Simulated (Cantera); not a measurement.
Feed: 1 mol Si, 2.5 mol Cl2, a varied amount of H2, held at 677 °C and 0.133 bar.

Cantera equilibrium calculation (NASA polynomials, part measured and part estimated; ideal gas, pure solids and liquids). Candidate condensed phases: Si; 19 gas species. The tables' values for SiCl3 are old estimates; treat these amounts as uncertain. Kinetics and transport are ignored.

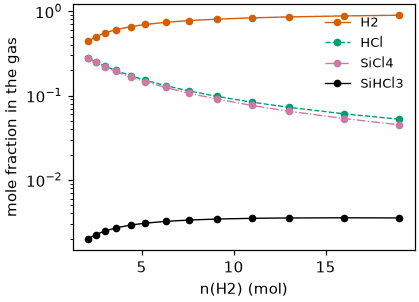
Equilibrium gas composition (values under 1e-9 drawn at 1e-9)

From 2.1 mol H2 to 19 mol H2 nothing is condensed. The main Si-bearing gas is SiCl4 throughout.
